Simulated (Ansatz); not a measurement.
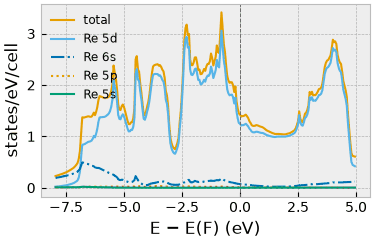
Figure: Total and projected density of states of Re (hcp (Mg type), P6_3/mmc), r²SCAN+D4 (plane waves, PAW; program Ansatz)

Which orbitals carry the states next to the Fermi level?

Within 0.5 eV of the Fermi level: Re 5d 88 %, outside the projected shells 7 %. Projections are on Löwdin-orthogonalised atomic valence shells; empty p or d shells of many metals are not among them.

Where is the tallest occupied peak in this window, and what makes it?

Near -0.8 eV, about 3.4 states/eV per cell; the largest projected share is Re 5d.

Symmetry was held in the r²SCAN+D4 relaxation. The run is not spin-polarised. The pairwise dispersion correction was not fitted to metals. Scalar-relativistic: spin–orbit coupling is off unless named, which matters more the heavier the elements.

Potentials: the later of the program's two PAW sets.
